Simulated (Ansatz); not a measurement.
Consider AlH···HF.

Input

```
crystal:
  periodic: [false, false, false]
  atoms:
    - { symbol: Al, position_ang: [-0.125027, 0.0, -0.961227] }
    - { symbol: F, position_ang: [1.40449, 0.0, 1.487839] }
    - { symbol: H, position_ang: [2.014031, 0.0, 0.779549] }
    - { symbol: H, position_ang: [-1.681394, 0.0, -0.37536] }
basis:
  gaussian: { orbitals: def2-TZVP }
hamiltonian:
  xc: pbe
  dispersion: d4
relax:
  f_tol: 0.03
  max_steps: 50
output:
  orbitals: {}
```

Run with:

```sh
ansatz run input.yaml --threads 1 --pin off --max-ram 2048MiB --backend cpu --events-out ev --progress --plain --runs-dir out
```

The fields are those of the relaxed geometry.

The calculation used RKS PBE-D4/def2-TZVP (Ansatz).

Predict the electron density and electron localisation function between the atoms.

Answer. Al1···F2 (2.49 Å): the density falls to about 0.15 e/Å³ on the way; the ELF is about 0.15 at the midpoint.
F–H (0.95 Å): the density is about 4.4 e/Å³ at the midpoint; the ELF climbs to about 1 towards the hydrogen, as it does in any bond to H; a covalent bond by its length.
Al–H (1.66 Å): the density is about 0.49 e/Å³ at the midpoint; the ELF climbs to about 1 towards the hydrogen.

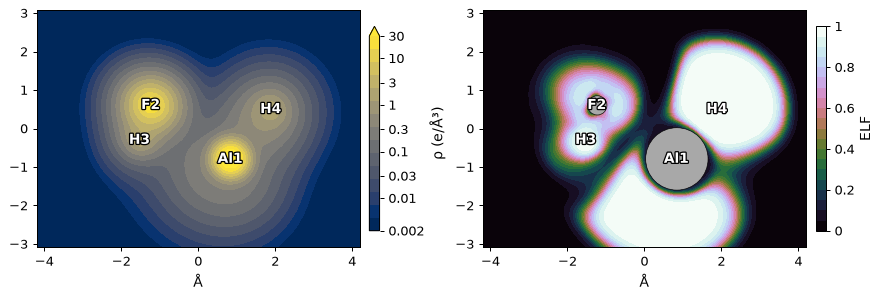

Computed electron density and electron localisation function on the molecular plane, in this order. Grey discs cover the atomic cores in the ELF map. 
